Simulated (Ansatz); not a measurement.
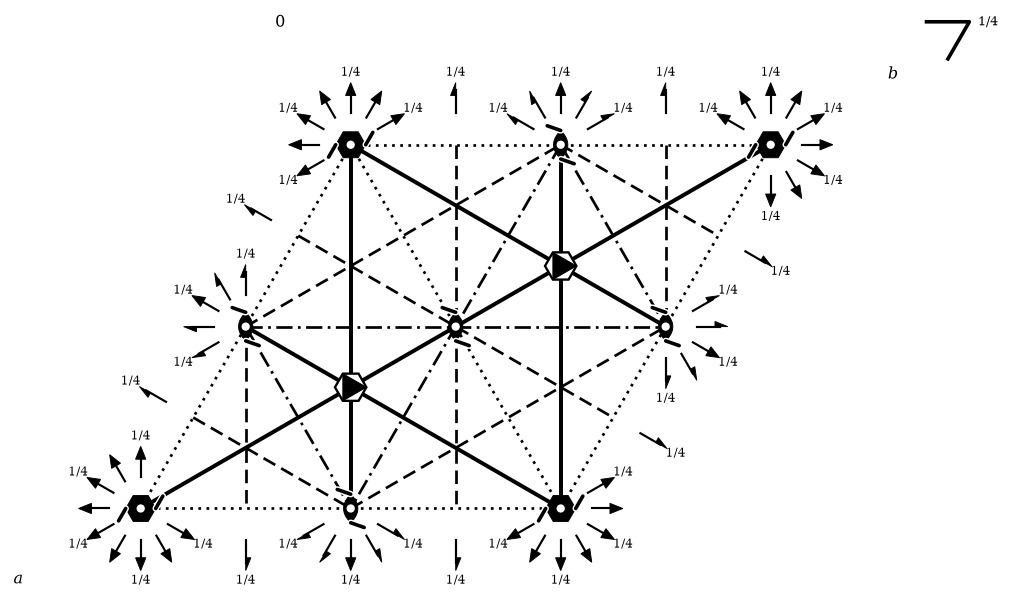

Symmetry elements of a space group, projected down c, computed from the operations of a computed or model structure of composition Sc, which need not be its known form.

Graphical symbols as in the International Tables (origin upper left, heights as fractions; handed screw axes are marked by their printed symbols).

Question: Which space group is it?

Answer: P6₃/mmc (No. 194); primitive hexagonal, point group 6/mmm, 24 general positions a cell.

Question: List the elements shown.

Answer: −6 axes along c at (1/3, 2/3), (2/3, 1/3); 6₃ axes along c at (0, 0); 2₁ axes along c at (0, 1/2), (1/2, 0), (1/2, 1/2); inversion centres at (0, 0), (0, 1/2), (1/2, 0), (1/2, 1/2); mirror planes holding c and [1 2 0] or [2 1 0] or [−1 1 0]; in-plane glide planes holding c and [1 2 0] or [2 1 0] or [−1 1 0]; c glide planes normal to a*, at x = 0; n glide planes normal to a*, at x = 1/2; c glide planes normal to b*, at y = 0; n glide planes normal to b*, at y = 1/2; c glide planes holding c and [1 1 0]; diagonal glide planes holding c and [1 1 0]; a mirror plane normal to c at height 1/4; 2 axes along [1 1 0] at height 0; 2 axes along [1 2 0] at height 1/4; 2 axes along [2 1 0] at height 1/4; 2 axes along [−1 1 0] at height 1/4; 2 axes along a at height 0; 2 axes along b at height 0; 2₁ axes along [1 1 0] at height 0; 2₁ axes along [1 2 0] at height 1/4; 2₁ axes along [2 1 0] at height 1/4; 2₁ axes along [−1 1 0] at height 1/4; 2₁ axes along a at height 0; 2₁ axes along b at height 0. Heights repeat every half period; positions are (a, b) fractions, modulo 1.
